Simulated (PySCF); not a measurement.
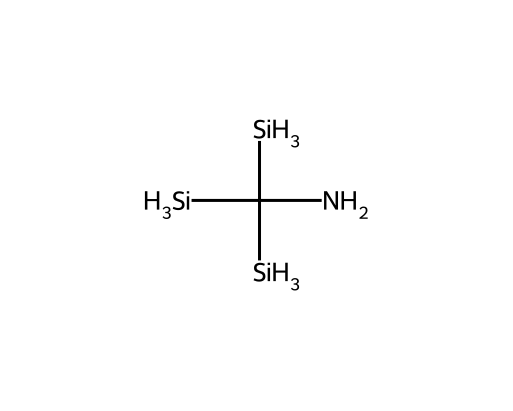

Computed geometry: GFN2-xTB optimisation. No frequency run is at hand to confirm it as a minimum. Method: PBE0/pcSseg-1, gas phase (PySCF 2.14.0).

Computed properties:

The species is CH₁₁NSi₃ (`NC([SiH3])([SiH3])[SiH3]`).
- dipole moment: 0.98 D
- HOMO energy (Kohn–Sham orbital): −6.78 eV
- LUMO energy (Kohn–Sham orbital): 0.04 eV
- HOMO–LUMO gap: 6.81 eV

The geometry is semi-empirical. Around Si such bond lengths and angles can be off by a tenth of an ångström or more and by several degrees, and values that hang on the shape move with them.
